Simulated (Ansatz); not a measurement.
```yaml
crystal:
  lattice:
    - [4.54237, 0.00000, 0.00000]
    - [0.00000, 4.54237, 0.00000]
    - [0.00000, 0.00000, 7.22730]
  atoms:
    - { symbol: Sb, position: [0.00000, 0.00000, 0.00000] }
    - { symbol: As, position: [0.50000, 0.50000, 0.50000] }
    - { symbol: Se, position: [0.50000, 0.00000, 0.73566] }
    - { symbol: Se, position: [0.00000, 0.50000, 0.26434] }
    - { symbol: Se, position: [0.50000, 0.00000, 0.26434] }
    - { symbol: Se, position: [0.00000, 0.50000, 0.73566] }
```

Space group P4/mmm; a structure from a database of computed crystals, not necessarily the ambient phase; started from the NaHoF4-123 prototype, which need not be the ambient phase.

The calculation used Ansatz 0.2.0, DFT, r2SCAN+rVV10, plane waves, PAW.

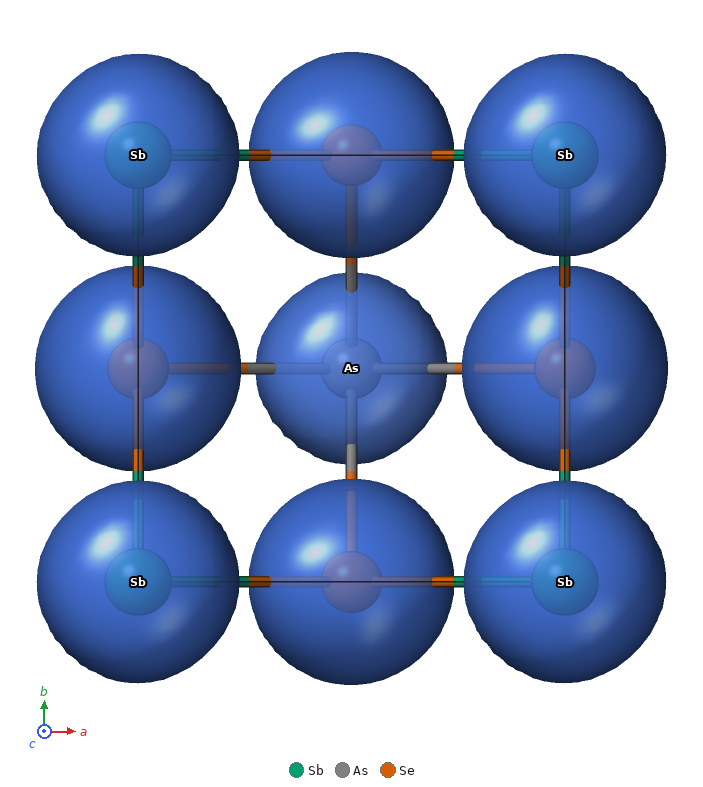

SbAsSe₄. Isosurface of the valence electron density at 0.4 e/Å³ (blue), seen along the c axis. Sticks mark near contacts.

The density is the valence pseudo-density of a PAW calculation; it isn't the true density close to the nuclei.

> How is the density connected at this value?

At this value the density breaks into separate islands; it holds about 80 % of the electrons treated as valence (semicore included). It bridges none of the near contacts. It is pinched off along the sampled As–Se (2.84 Å) and Sb–Se (2.97 Å) contacts. On the grid the lowest density along these lines, outside the cores, is 0.28 e/Å³ (As–Se, 2.84 Å) and 0.26 e/Å³ (Sb–Se, 2.97 Å).
